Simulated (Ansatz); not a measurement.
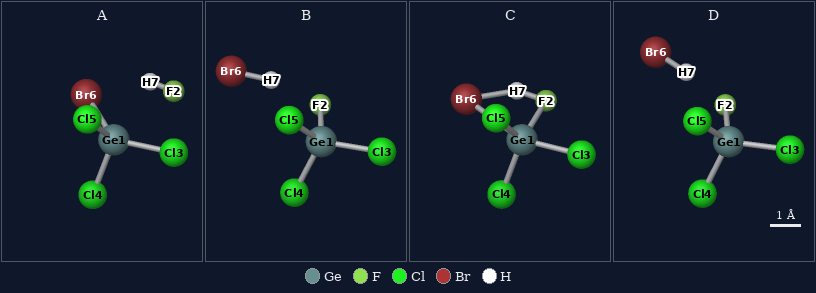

4 geometries from a converged minimum-energy path of GeHBrCl3F, shuffled. The picture is a ball-and-stick view, seen from a free direction.

Level of theory: RKS B3LYP/def2-SVP (Ansatz). Run with 7 movable images; climbing image; force threshold 0.05 eV/Å; iteration limit 60; starting path through a guess of the saddle point.

**Which frame is the transition state?**

C. In order along the path, whose images run from 0 to 8: D (image 0, 0.00 eV), B (image 1, 0.00 eV), C (image 4, +1.21 eV), A (image 6, +0.50 eV). Breaking: Br6–H7 (1.43 → 1.74 at the top → 2.54 Å), Ge1–F2 (1.74 → 1.98 at the top → 4.22 Å). Forming: F2–H7 (2.09 → 1.12 at the top → 0.93 Å), Ge1–Br6 (4.99 → 2.76 at the top → 2.32 Å).
